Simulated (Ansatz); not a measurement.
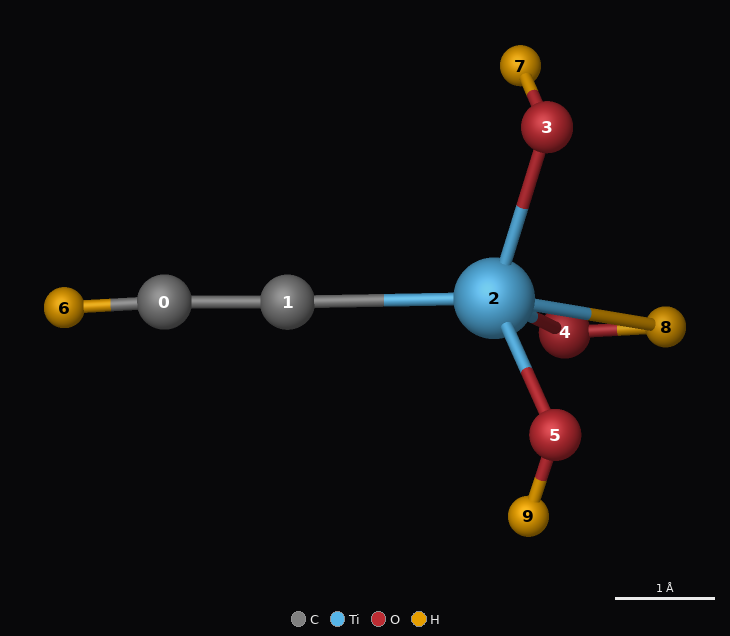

The picture shows the input geometry. Atoms are numbered from 0, in the order of the input.

The calculation was set up as follows.

```yaml
crystal:
  periodic: [false, false, false]
  atoms:
    - {symbol: C, position_ang: [1.582600, -1.774700, -1.489000]}
    - {symbol: C, position_ang: [0.889900, -0.975600, -0.816700]}
    - {symbol: Ti, position_ang: [-0.252100, 0.344200, 0.360400]}
    - {symbol: O, position_ang: [-0.394100, -0.430000, 2.155800]}
    - {symbol: O, position_ang: [-1.971600, 0.644500, -0.473700]}
    - {symbol: O, position_ang: [0.739200, 2.066500, 0.533800]}
    - {symbol: H, position_ang: [2.123400, -2.392400, -2.098400]}
    - {symbol: H, position_ang: [-0.972300, -1.236300, 1.992600]}
    - {symbol: H, position_ang: [-2.428300, 1.293000, 0.202700]}
    - {symbol: H, position_ang: [0.766300, 2.409500, -0.364500]}
basis:
  gaussian: {orbitals: def2-SVP}
hamiltonian: {xc: pbe, dispersion: d4}
relax: {f_tol: 0.03, max_steps: 200}
```

Command:

```sh
ansatz run in.yaml --threads 8 --pin off --events-out ev --progress --plain --max-ram 18278MiB
```

Output (its end):

```
mean field -31374.00948298 eV, -1152.9735824322 hartree, gradient 1.5e-5 eV, S^2 0.000000; 1 other end points of the search recorded, 0 dependent functions left out
the calculation of the forces begins
reference -31374.00958241 eV, -1152.9735860861 hartree; 31, 31 occupied and 90, 90 virtual orbitals, 1357 factors
Total energy: -31374.22852486 eV, -1152.9816320728 hartree
Atom 0 at     1.351700    -1.758359    -1.482112 Å, force    -0.001991    -0.000736    -0.000001 eV/Å
Atom 1 at     0.784632    -0.912154    -0.777696 Å, force     0.000774    -0.001306    -0.000300 eV/Å
Atom 2 at    -0.169967     0.477006     0.395787 Å, force     0.005028     0.001602    -0.000602 eV/Å
Atom 3 at    -0.397714    -0.301331     1.991810 Å, force     0.000628    -0.000084    -0.004894 eV/Å
Atom 4 at    -1.696937     0.869637    -0.443839 Å, force    -0.010133    -0.003496     0.006578 eV/Å
Atom 5 at     0.865642     1.931459     0.580293 Å, force    -0.002689    -0.001470     0.000922 eV/Å
Atom 6 at     1.852399    -2.495789    -2.098417 Å, force     0.000847     0.001435     0.000381 eV/Å
Atom 7 at    -0.700271    -1.208109     2.177245 Å, force    -0.001465    -0.000964     0.003860 eV/Å
Atom 8 at    -2.632064     0.618377    -0.360419 Å, force     0.007949     0.003307    -0.004678 eV/Å
Atom 9 at     0.825579     2.727964     0.020348 Å, force     0.001053     0.001711    -0.001266 eV/Å
Dipole moment:    -0.512821    -0.048459    -0.044609 e Å
```
